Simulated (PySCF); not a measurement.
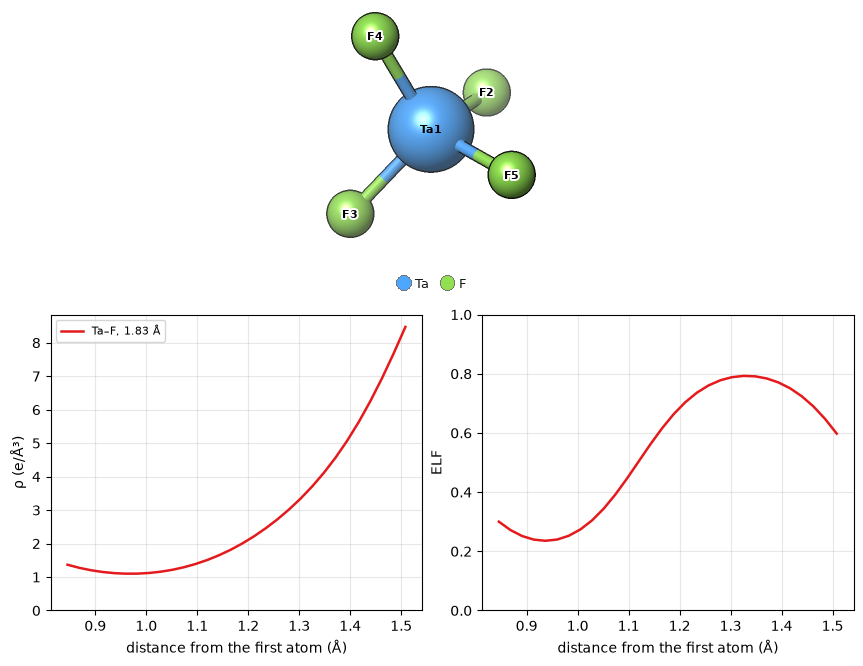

*F$_{4}$Ta (charge +1). Electron density and ELF along straight lines between neighbouring atoms. The curves leave out the atomic cores. The structure is drawn too.*

Core potentials replace the inner electrons of Ta.

Theory: RKS BP86, Ta def2-SVP with ECP60, F def2-SVP; non-relativistic Hamiltonian with scalar-relativistic core potentials where named; density fitting (PySCF).

Input file:

```
mol = gto.M(atom='''
Ta     0.00000    -0.00000    -0.00000
F      1.05544     1.05544     1.05544
F     -1.05544    -1.05544     1.05544
F      1.05544    -1.05544    -1.05544
F     -1.05544     1.05544    -1.05544''',
    basis={'Ta': 'def2-SVP', 'F': 'def2-SVP'},
    ecp={'Ta': 'def2-SVP'},
    charge=1, spin=0)
mf = dft.RKS(mol, xc='B88,P86')
mf.grids.atom_grid = (75, 302)  # f atoms: at least (60, 302), unpruned
mf = mf.density_fit()  # Ta def2-universal-JKFIT, F def2-universal-JKFIT
mf.conv_tol = 1e-09; mf.max_cycle = 55
mf.kernel(dm0)
```

Run with:

```sh
OMP_NUM_THREADS=2 python run.py
```

What can be read from the curves?

Ta–F (1.83 Å): the density is about 1.2 e/Å³ at the midpoint; the ELF peaks at about 0.80 in the valence shell of F, 0.5 Å from its nucleus, and drops to about 0.25 between the two atoms.
